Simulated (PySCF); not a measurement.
C2N2Se, SMILES `N#C[Se]C#N`.

PySCF calculation, B3LYP/def2-TZVP, gas phase; geometry: GFN2-xTB. No frequency check shows the geometry to be a minimum. GFN2-xTB bond lengths at metals and heavier atoms can be off by up to 0.1 Å and shapes distorted, which carries into these values.

Geometry (Å), atoms numbered from 1:

```
N1       2.1770    1.3003    0.0000
C2       1.3256    0.5357    0.0000
Se3     -0.0000   -0.7245    0.0000
C4      -1.3255    0.5357    0.0000
N5      -2.1768    1.3004    0.0000
```

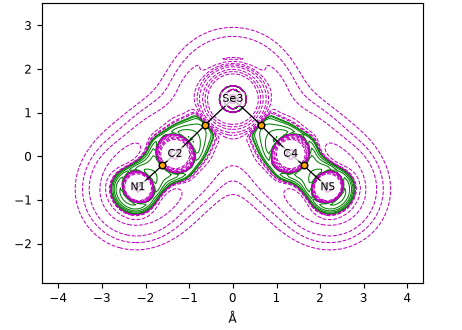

Negative Laplacian of the density (−∇²ρ) in the molecular plane (solid green lines positive, dashed magenta lines negative, contours at ±0.02 to ±8 a.u.), with bond paths and bond critical points (dots).

**At which bond critical points in this plane is charge locally concentrated, and at which depleted?**

Concentrated (∇²ρ < 0): Se3–C4 and C2–Se3 (−0.11 a.u.). Depleted (∇²ρ > 0): C4–N5 and N1–C2 (+0.10 a.u., H = −0.990). A positive Laplacian with clearly negative H marks a strongly polar covalent bond, whose critical point lies close to the core of the less electronegative atom.

**Where along C4–N5 does the critical point lie?**

0.39 Å from C4 and 0.75 Å from N5.

Run time: 19 s on 1 thread of Arm Neoverse V1 (shared host), peak memory 0.62 GiB.
